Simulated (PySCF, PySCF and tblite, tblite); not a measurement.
# CF3CH2CO2H (C₃H₃F₃O₂): conformers and averaged spectra

Aim: find the conformers of CF3CH2CO2H (C₃H₃F₃O₂) (`O=C(O)CC(F)(F)F`), weigh them, and average their properties.

Programs: PySCF 2.14.0 with density-fitted response routines of our own, and tblite 0.8.0. All values are computed, except where a source is named. Atoms count from 0 throughout.

### 1 The starting structure

11 atoms, charge 0, multiplicity 1; geometry from: MMFF94s geometry.

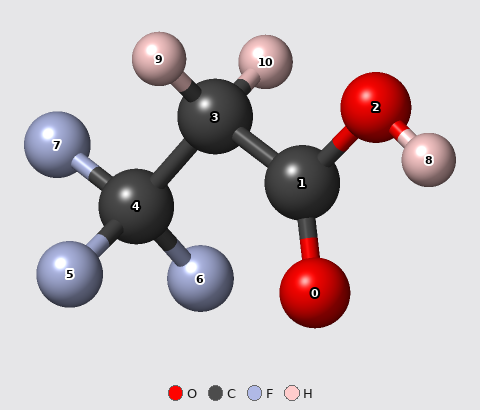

The starting geometry (oxygen red, carbon dark grey, fluorine light blue, hydrogen pink), atoms numbered.

### 2 GFN2-xTB relaxation, conformer 1

The job: settings as JSON, then the geometry in Å.

```
{"job": {"xc": "GFN2-xTB", "basis": "xTB", "kind": "relax"}, "charge": 0, "multiplicity": 1}
O      1.536600    -0.112600     1.020400
C      1.055500     0.208900    -0.066500
O      1.873200     0.695000    -1.019800
C     -0.353500     0.134400    -0.523600
C     -1.210600    -0.426300     0.589700
F     -1.210800     0.356600     1.678300
F     -0.851600    -1.673100     0.931200
F     -2.490100    -0.486700     0.158700
H      2.763700     0.702500    -0.617400
H     -0.697900     1.129700    -0.781900
H     -0.409000    -0.525700    -1.395000
```

Launch:

```
$ OMP_NUM_THREADS=1 python ens_run.py task.json out
```

The driver reads the study from task.json and runs its stages one after another.

Output:

```text
step      E/eV     max force
  0    -824.35812    3.170
  1    -824.38217    3.529
  2    -824.45278    0.432
  3    -824.46172    0.419
  4    -824.47902    0.318
  5    -824.48322    0.253
  6    -824.48855    0.106
  7    -824.48991    0.062
  8    -824.49039    0.055
  9    -824.49073    0.055
 10    -824.49132    0.063
 11    -824.49203    0.075
 12    -824.49280    0.075
 13    -824.49351    0.070
 14    -824.49414    0.073
 15    -824.49465    0.057
 16    -824.49500    0.045
 17    -824.49522    0.041
 18    -824.49539    0.037
 19    -824.49539    0.037
 20    -824.49547    0.030
 21    -824.49561    0.064
 22    -824.49566    0.033
 23    -824.49569    0.032
 24    -824.49578    0.013
 25    -824.49579    0.012
 26    -824.49581    0.011
 27    -824.49582    0.010
 28    -824.49583    0.008
 29    -824.49583    0.007
 30    -824.49584    0.009
 31    -824.49585    0.009
 32    -824.49586    0.006
 33    -824.49586    0.006
 34    -824.49587    0.006
 35    -824.49587    0.009
 36    -824.49588    0.010
 37    -824.49588    0.007
 38    -824.49589    0.003
```

Run time: 0.15 s. Hardware: 1 thread of Arm Neoverse V2, shared host.

Relaxing gained 0.138 eV and moved the atoms by 0.06 Å on average (rms).

### 3 DFT optimisation, start 1: PBE0-D3(BJ)/def2-SVP

The job: settings as JSON, then the geometry in Å.

```
{"job": {"kind": "geom", "xc": "PBE0", "basis": "def2-SVP", "d3": "d3bj", "grid": 1, "maxiter": 40}, "charge": 0, "multiplicity": 1}
O      1.536469    -0.115353     1.035840
C      1.120328     0.205995    -0.035458
O      1.879892     0.696411    -1.015378
C     -0.329651     0.124040    -0.493129
C     -1.307234     0.241691     0.663348
F     -1.207427     1.405143     1.308998
F     -1.165058    -0.734202     1.562145
F     -2.574619     0.163609     0.216512
H      2.790530     0.367129    -0.943950
H     -0.527061     0.928634    -1.204508
H     -0.493150    -0.830900    -0.996922
```

Output:

```text
step      E/eV     max force
  0    -15378.19683   1.0912
  1    -15378.29896   1.0856
  2    -15378.32672   0.9151
  3    -15378.33971   0.3639
  4    -15378.32930   0.7667
  5    -15378.34677   0.2393
  6    -15378.35129   0.1216
  7    -15378.34832   0.6674
  8    -15378.35321   0.0938
  9    -15378.35419   0.2391
 10    -15378.35497   0.2176
 11    -15378.35634   0.2153
 12    -15378.35743   0.1113
 13    -15378.34521   1.2164
 14    -15378.35796   0.0946
 15    -15378.35830   0.0532
 16    -15378.35825   0.0883
 17    -15378.35838   0.0311
 18    -15378.35839   0.0155
```

Run time: 1.7 min. Hardware: 1 thread of Arm Neoverse V2, shared host; peak memory 0.51 GiB.

The energy fell by 0.162 eV, and the atoms moved 0.18 Å (root mean square).

### 4 Shieldings, conformer 1: WP04/pcSseg-1 in chloroform

The job: settings as JSON, then the geometry in Å.

```
{"job": {"xc": "WP04", "basis": "pcSseg-1", "solvent": "chloroform", "kind": "nmr", "pop": true}, "charge": 0, "multiplicity": 1}
O      1.529335     0.234573     1.054164
C      1.111424     0.247700    -0.068652
O      1.895520     0.325434    -1.149584
C     -0.338457     0.175388    -0.476932
C     -1.309751     0.204911     0.677426
F     -1.184245     1.314258     1.401738
F     -1.158084    -0.841280     1.484703
F     -2.562880     0.171939     0.206536
H      2.809828     0.357344    -0.826748
H     -0.567341     1.010838    -1.154135
H     -0.502328    -0.748907    -1.051018
```

Output:

```text
coarse grid: 10552 points
cycle   1  E = -576.1014527040  dE =  1.557e+00  |g| = 1.768e+00  |ddm| = 3.034e+00
cycle   2  E = -575.0463462054  dE =  1.055e+00  |g| = 3.027e+00  |ddm| = 2.656e+00
cycle   3  E = -576.5405330098  dE = -1.494e+00  |g| = 4.746e-01  |ddm| = 2.036e+00
cycle   4  E = -576.5776806645  dE = -3.715e-02  |g| = 2.009e-01  |ddm| = 3.808e-01
cycle   5  E = -576.5838961977  dE = -6.216e-03  |g| = 5.434e-02  |ddm| = 1.276e-01
cycle   6  E = -576.5845228320  dE = -6.266e-04  |g| = 9.334e-03  |ddm| = 4.061e-02
cycle   7  E = -576.5845384838  dE = -1.565e-05  |g| = 3.432e-03  |ddm| = 6.377e-03
cycle   8  E = -576.5845405576  dE = -2.074e-06  |g| = 8.257e-04  |ddm| = 2.241e-03
final grid: 106968 points
cycle   9  E = -576.7025025132  dE = -6.075e-05  |g| = 1.013e-02  |ddm| = 2.826e-02
cycle  10  E = -576.7024641110  dE =  3.840e-05  |g| = 1.810e-02  |ddm| = 1.512e-02
cycle  11  E = -576.7025187243  dE = -5.461e-05  |g| = 2.507e-03  |ddm| = 1.033e-02
cycle  12  E = -576.7025198132  dE = -1.089e-06  |g| = 3.440e-04  |ddm| = 1.528e-03
cycle  13  E = -576.7025198264  dE = -1.328e-08  |g| = 1.900e-04  |ddm| = 2.607e-04
cycle  14  E = -576.7025198329  dE = -6.497e-09  |g| = 3.172e-05  |ddm| = 1.164e-04
cycle  15  E = -576.7025198331  dE = -1.360e-10  |g| = 1.330e-05  |ddm| = 2.094e-05
converged SCF energy = -576.7025198331

GIAO shielding tensors (ppm)
atom      isotropic    diamagn.    paramagn.     s11        s22        s33       span
  0 O      -97.459     405.089    -502.548   -342.476   -221.113    271.213    613.689
  1 C       -0.403     250.777    -251.180   -103.408     37.532     64.667    168.074
  2 O      109.447     393.544    -284.096    -58.906    147.433    239.815    298.721
  3 C      132.304     253.200    -120.896    113.515    122.289    161.108     47.592
  4 C       38.837     243.173    -204.336     38.323     38.845     39.345      1.021
  5 F      260.505     475.854    -215.348    174.882    259.884    346.750    171.868
  6 F      259.543     477.000    -217.457    173.438    259.673    345.520    172.082
  7 F      253.139     473.714    -220.575    164.706    242.529    352.183    187.476
  8 H       24.724      28.801      -4.077     19.835     21.356     32.983     13.147
  9 H       28.298      28.826      -0.528     24.402     28.570     31.920      7.518
 10 H       28.282      29.547      -1.265     24.604     28.361     31.880      7.276
```

Wall time 14 s (1 thread of Arm Neoverse V2, shared host); peak memory 0.85 GiB.

This run: HOMO -9.83 eV, LUMO -2.61 eV; dipole 3.99 D.

### 5 Single-point energy, conformer 1: CAM-B3LYP/def2-TZVP in chloroform

Changed since step 4:

```diff
@@ -1,2 +1,2 @@
-{"job": {"xc": "WP04", "basis": "pcSseg-1", "solvent": "chloroform", "kind": "nmr", "pop": true}, "charge": 0, "multiplicity": 1}
+{"job": {"xc": "CAM-B3LYP", "basis": "def2-TZVP", "solvent": "chloroform", "kind": "sp"}, "charge": 0, "multiplicity": 1}
 O      1.529335     0.234573     1.054164
```

Output:

```text
coarse grid: 10552 points
cycle   1  E = -565.9074141732  dE =  1.652e+00  |g| = 1.348e+00  |ddm| = 2.894e+00
cycle   2  E = -565.6676584290  dE =  2.398e-01  |g| = 1.885e+00  |ddm| = 1.821e+00
cycle   3  E = -566.2137030966  dE = -5.460e-01  |g| = 1.670e-01  |ddm| = 1.184e+00
cycle   4  E = -566.2173013310  dE = -3.598e-03  |g| = 9.025e-02  |ddm| = 1.455e-01
cycle   5  E = -566.2185924052  dE = -1.291e-03  |g| = 1.594e-02  |ddm| = 6.660e-02
cycle   6  E = -566.2186387768  dE = -4.637e-05  |g| = 4.094e-03  |ddm| = 1.142e-02
cycle   7  E = -566.2186425919  dE = -3.815e-06  |g| = 8.522e-04  |ddm| = 4.480e-03
final grid: 106968 points
cycle   8  E = -566.2217830789  dE = -6.645e-05  |g| = 4.364e-03  |ddm| = 3.984e-02
cycle   9  E = -566.2217821012  dE =  9.778e-07  |g| = 5.073e-03  |ddm| = 5.222e-03
cycle  10  E = -566.2217860311  dE = -3.930e-06  |g| = 6.700e-04  |ddm| = 2.682e-03
cycle  11  E = -566.2217860819  dE = -5.081e-08  |g| = 4.088e-04  |ddm| = 6.636e-04
cycle  12  E = -566.2217861085  dE = -2.653e-08  |g| = 7.758e-05  |ddm| = 3.516e-04
cycle  13  E = -566.2217861096  dE = -1.118e-09  |g| = 1.896e-05  |ddm| = 6.065e-05
cycle  14  E = -566.2217861097  dE = -1.141e-10  |g| = 5.603e-06  |ddm| = 3.068e-05
converged SCF energy = -566.2217861097
```

Run time: 20 s. Hardware: 1 thread of Arm Neoverse V2, shared host; peak memory 1.1 GiB.

In short: HOMO -10.14 eV, LUMO 1.07 eV; dipole 3.97 D.

### 6 Couplings, conformer 1: B3LYP/pcJ-1

Changed since step 5:

```diff
@@ -1,2 +1,2 @@
-{"job": {"xc": "CAM-B3LYP", "basis": "def2-TZVP", "solvent": "chloroform", "kind": "sp"}, "charge": 0, "multiplicity": 1}
+{"job": {"xc": "B3LYP", "basis": "pcJ-1", "kind": "j"}, "charge": 0, "multiplicity": 1}
 O      1.529335     0.234573     1.054164
```

Output:

```text
coarse grid: 10552 points
cycle   1  E = -565.7602976045  dE =  1.489e+00  |g| = 1.325e+00  |ddm| = 2.883e+00
cycle   2  E = -565.1267733823  dE =  6.335e-01  |g| = 2.356e+00  |ddm| = 2.246e+00
cycle   3  E = -566.0251400674  dE = -8.984e-01  |g| = 3.960e-01  |ddm| = 1.675e+00
cycle   4  E = -566.0513066511  dE = -2.617e-02  |g| = 1.259e-01  |ddm| = 3.011e-01
cycle   5  E = -566.0536629462  dE = -2.356e-03  |g| = 3.409e-02  |ddm| = 7.965e-02
cycle   6  E = -566.0539072543  dE = -2.443e-04  |g| = 6.089e-03  |ddm| = 2.521e-02
cycle   7  E = -566.0539138750  dE = -6.621e-06  |g| = 1.764e-03  |ddm| = 3.901e-03
final grid: 106968 points
cycle   8  E = -566.1404344467  dE = -2.319e-04  |g| = 8.289e-03  |ddm| = 1.780e-02
cycle   9  E = -566.1404117775  dE =  2.267e-05  |g| = 1.386e-02  |ddm| = 1.222e-02
cycle  10  E = -566.1404432926  dE = -3.152e-05  |g| = 2.285e-03  |ddm| = 8.997e-03
cycle  11  E = -566.1404439975  dE = -7.049e-07  |g| = 1.115e-03  |ddm| = 1.875e-03
cycle  12  E = -566.1404441969  dE = -1.995e-07  |g| = 1.649e-04  |ddm| = 6.077e-04
cycle  13  E = -566.1404442017  dE = -4.769e-09  |g| = 2.612e-05  |ddm| = 1.002e-04
cycle  14  E = -566.1404442018  dE = -9.788e-11  |g| = 1.146e-05  |ddm| = 1.924e-05
converged SCF energy = -566.1404442018

Indirect spin-spin couplings (Hz)
  i      j    bonds     total        FC       PSO       DSO        SD
  0 O    1 C    1     30.837    17.146    13.813    -0.122         -
  0 O    3 C    2     -1.424    -2.565     1.121     0.019         -
  0 O    4 C    3      0.114     0.022     0.130    -0.038         -
  0 O    5 F    4     -1.869    -2.004     0.049    -0.087     0.173
  0 O    6 F    4     -2.329    -2.456     0.120    -0.094     0.100
  0 O    7 F    4     -0.578    -0.293    -0.354     0.187    -0.118
  0 O    8 H    3      1.643    -0.872     2.523    -0.008         -
  0 O    9 H    3     -1.435    -1.635    -0.049     0.248         -
  0 O   10 H    3     -1.251    -1.392    -0.079     0.220         -
  1 C    2 O    1     31.663    24.936     6.879    -0.151         -
  1 C    3 C    1     62.447    63.719    -1.649     0.377         -
  1 C    4 C    2     -0.066    -0.051    -0.166     0.151         -
  1 C    5 F    3     -2.623    -2.480    -0.421     0.192     0.085
  1 C    6 F    3     -3.025    -2.816    -0.422     0.164     0.048
  1 C    7 F    3     15.111    14.347     0.704    -0.210     0.270
  1 C    8 H    2     -6.102    -4.530    -1.215    -0.357         -
  1 C    9 H    2     -7.321    -7.351    -0.234     0.264         -
  1 C   10 H    2     -7.458    -7.535    -0.200     0.277         -
  2 O    3 C    2    -21.489   -21.881     0.412    -0.020         -
  2 O    4 C    3     -5.562    -5.496    -0.083     0.017         -
  2 O    5 F    4     -0.231    -0.266    -0.071     0.115    -0.010
  2 O    6 F    4     -0.710    -0.776    -0.079     0.130     0.015
  2 O    7 F    4     -6.089    -5.088    -0.757     0.132    -0.377
  2 O    8 H    1    -76.554   -66.289    -9.906    -0.360         -
  2 O    9 H    3      0.061    -0.031     0.169    -0.078         -
  2 O   10 H    3      0.654     0.571     0.125    -0.041         -
  3 C    4 C    1     70.299    71.364    -1.508     0.443         -
  3 C    5 F    2     32.750    34.716    -3.204     0.100     1.138
  3 C    6 F    2     31.653    33.561    -3.203     0.097     1.198
  3 C    7 F    2     37.756    41.692    -4.455     0.110     0.411
  3 C    8 H    3      7.991     8.095     0.576    -0.680         -
  3 C    9 H    1    136.447   134.705     0.552     1.190         -
  3 C   10 H    1    135.465   133.689     0.588     1.188         -
  4 C    5 F    1   -346.093  -319.156   -37.026     1.483     8.606
  4 C    6 F    1   -347.219  -319.845   -37.365     1.482     8.509
  4 C    7 F    1   -331.092  -308.647   -33.503     1.443     9.614
  4 C    8 H    4      2.785     2.788     0.321    -0.324         -
  4 C    9 H    2     -5.690    -5.696    -0.402     0.408         -
  4 C   10 H    2     -6.251    -6.259    -0.403     0.412         -
  5 F    6 F    2     56.022    39.015   -29.948    -0.293    47.248
  5 F    7 F    2     69.005    39.244   -20.795    -0.352    50.908
  5 F    8 H    5     -0.329    -0.176     1.023    -1.126    -0.050
  5 F    9 H    3      0.846     0.385     0.597     0.158    -0.295
  5 F   10 H    3     24.716    25.352     1.391    -2.037     0.009
  6 F    7 F    2     67.096    38.176   -21.529    -0.358    50.806
  6 F    8 H    5     -0.196    -0.069     1.088    -1.172    -0.043
  6 F    9 H    3     24.452    25.107     1.381    -2.030    -0.006
  6 F   10 H    3      1.759     1.349     0.508     0.245    -0.344
  7 F    8 H    5      2.374     2.118     1.604    -1.465     0.117
  7 F    9 H    3      2.089     2.509    -0.170     0.355    -0.605
  7 F   10 H    3      1.049     1.406    -0.064     0.261    -0.553
  8 H   10 H    4     -0.557    -0.410     2.200    -2.347         -
  9 H   10 H    2    -20.685   -20.976     1.547    -1.255         -
```

Wall time 46 s (1 thread of Arm Neoverse V2, shared host); peak memory 0.96 GiB.

In short: HOMO -8.44 eV, LUMO -0.56 eV; dipole 3.27 D.

### 7 Averages: properties at WP04/pcSseg-1 in chloroform

The job: settings as JSON, then the geometry in Å.

```
{"job": {"study": "conf", "smiles": "O=C(O)CC(F)(F)F", "search": {"seed": 1359, "n_embed": 90, "ff_keep": 18, "window": 3.0, "nmax": 8, "temps": [220, 260, 298.15, 340, 380], "t_ref": 298.15, "order": 0.002, "geom": true}, "level": {"nmr": {"xc": "WP04", "basis": "pcSseg-1", "solvent": "chloroform"}, "sp": {"xc": "CAM-B3LYP", "basis": "def2-TZVP", "solvent": "chloroform"}, "j": {"xc": "B3LYP", "basis": "pcJ-1", "top": 4}}, "kind": "conf"}, "charge": 0, "multiplicity": 1}
O      1.529335     0.234573     1.054164
C      1.111424     0.247700    -0.068652
O      1.895520     0.325434    -1.149584
C     -0.338457     0.175388    -0.476932
C     -1.309751     0.204911     0.677426
F     -1.184245     1.314258     1.401738
F     -1.158084    -0.841280     1.484703
F     -2.562880     0.171939     0.206536
H      2.809828     0.357344    -0.826748
H     -0.567341     1.010838    -1.154135
H     -0.502328    -0.748907    -1.051018
```

Output:

```text
conformer  sym    E(xTB)   E(DFT)   G(298.15 K)  weight  dipole/D
    1     C1      0.000    0.000    0.000   1.0000    3.970

mean shielding (ppm) by class
class atoms           220 K      260 K   298.15 K      340 K      380 K
  0 O  0            -97.459    -97.459    -97.459    -97.459    -97.459
  1 C  1             -0.403     -0.403     -0.403     -0.403     -0.403
  2 O  2            109.447    109.447    109.447    109.447    109.447
  3 C  3            132.304    132.304    132.304    132.304    132.304
  4 C  4             38.837     38.837     38.837     38.837     38.837
  5 F  5,6,7        257.729    257.729    257.729    257.729    257.729
  6 H  8             24.724     24.724     24.724     24.724     24.724
  7 H  9,10           28.29      28.29      28.29      28.29      28.29
```

Wall time 81 s (1 thread of Arm Neoverse V2, shared host). This counts the runs that the step sums up.

The search (ETKDG and KDG, MMFF94s, GFN2-xTB) embedded 90 structures, kept 1 distinct ones after the force field and 1 after xTB; 1 was carried on (window 3.0 kcal/mol at the search's own energies). Energies: CAM-B3LYP/def2-TZVP in chloroform with D3(BJ).

The conformers at 298 K:

```tsv
no.	group	mirror pair	ΔE xTB	ΔE DFT	ΔG	weight (%)	μ (D)	O0–C1–O2–H8 (°)	O2–C1–C3–C4 (°)	A, B, C (GHz)
1	C1	no	0.00	0.00	0.00	100.0	3.97	0	-175	4.00, 1.35, 1.24
```

Energies in kcal/mol. ΔG holds xTB vibrations and rotation, symmetry numbers and mirror pairs.

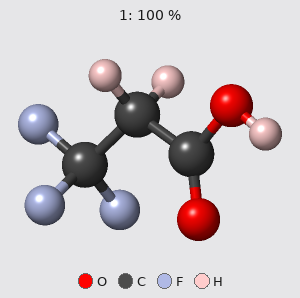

The one conformer.

Shifts against references run at the same level (¹H TMS 31.55, ¹⁷O H2O 324.9, ¹⁹F CFCl3 180.0, ¹³C TMS 173.1 ppm of shielding), by class of atoms, at 298 K:

```tsv
atoms	environment	average
C1	carboxylic acid carbon	173.5
C4	CF3 carbon	134.3
C3	sp3 CH2 α to a carbonyl	40.8
H8	hydrogen on an acid hydroxyl oxygen	6.82
H9, H10	hydrogen on an sp3 CH2 α to a carbonyl	3.26
O0	carbonyl oxygen	422.3
O2	acid hydroxyl oxygen	215.4
F5, F6, F7	fluorine of a CF3 group	-77.8
```

Couplings (Hz, B3LYP/pcJ-1; one pair named for each class, the eight largest averages at most for each number of bonds), from conformers that hold 100 % of the weight:

```tsv
pair	bonds	average
C4–F5	1	-341.5
C3–H9	1	136.0
O2–H8	1	-76.5
C3–C4	1	70.3
C1–C3	1	62.5
C1–O2	1	31.7
O0–C1	1	30.8
F5–F6	2	64.0
C3–F5	2	34.0
O2–C3	2	-21.5
H9–H10	2	-20.7
C1–H9	2	-7.4
C1–H8	2	-6.1
C4–H9	2	-6.0
O0–C3	2	-1.4
F5–H9	3	9.2
C3–H8	3	8.0
O2–C4	3	-5.6
C1–F5	3	3.1
O0–H8	3	1.6
O0–H9	3	-1.3
C4–H8	4	2.8
O2–F5	4	-2.3
O0–F5	4	-1.6
```

Effective distances for nuclear Overhauser effects, ⟨r⁻⁶⟩^(−1/6) as a mean over all pairs of two classes, so longer than the nearest pair where a class holds remote atoms (Å): H8···H9 3.48.

### 8 Outcome

| quantity | value |
| --- | --- |
| conformers | 1; the first in weight is no. 1 (C1), 100 % at 298 K |
| root-mean-square dipole | 3.97 D |
| averaged ¹³C shifts (WP04/pcSseg-1 in chloroform) | 173.5, 134.3, 40.8 ppm |
| averaged ¹H shifts (WP04/pcSseg-1 in chloroform) | 6.82, 3.26 ppm |
| averaged ¹⁹F shifts (WP04/pcSseg-1 in chloroform) | -77.8 ppm |

In words: The search found one conformer in the window, so the averages are its own values. Protons on O, N, S or Se exchange and bind to solvent, so their values hold for the lone molecule only.
